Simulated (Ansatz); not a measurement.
Fields on a plane of HfO2 (fluorite)

```yaml
crystal:
  lattice:
    - [0.00000, 2.52945, 2.52945]
    - [2.52945, 0.00000, 2.52945]
    - [2.52945, 2.52945, 0.00000]
  atoms:
    - { symbol: Hf, position: [0.00000, 0.00000, 0.00000] }
    - { symbol: O, position: [0.25000, 0.25000, 0.25000] }
    - { symbol: O, position: [0.75000, 0.75000, 0.75000] }
```

The slice is a {111} plane (indices of the conventional cell) through the point (0.250, 0.250, 0.250) (fractional), spanned by u = [100] and v = [-1 2 0] in vectors of this cell: u (3.58 Å) and v (6.20 Å, at 90° to u). It covers one period; positions are fractions (u, v).

Atoms on it: O at (0.00, 0.00); O at (0.50, 0.50). Other atoms lie within 1 Å of the plane.

These are r2SCAN (plane waves to 500 eV, PAW, scalar-relativistic; Ansatz, an electronic-structure program) values and carry that method's errors. k mesh 11×11×11. Near the nuclei the fields are pseudised (PAW); where an atom keeps semicore shells as valence, they peak there. HfO2 is run without spin polarisation. HfO2 was relaxed with its symmetry unable to fall. Spin-orbit coupling is left out, though Hf is heavy. The PAW data are Ansatz's earlier set. This is a high-temperature form of HfO2.

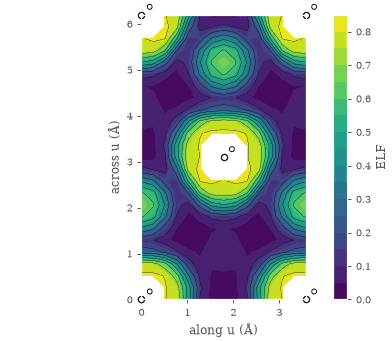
Figure. Electron localisation function (ELF), one period of the plane, atoms marked. Points within 0.4 Å of a nucleus are left white, as the pseudised field means little there.

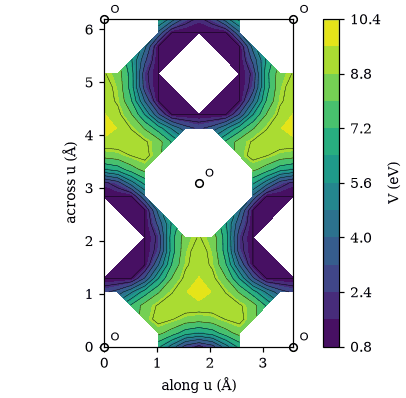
Figure. Electrostatic potential energy of an electron, from the cell's mean, in eV, one period of the plane, atoms marked. Points within 0.9 Å of a nucleus are left white, as the pseudised field means little there. Values under 1 eV are set to 1. The zero, the cell's mean, hangs on the PAW cores.
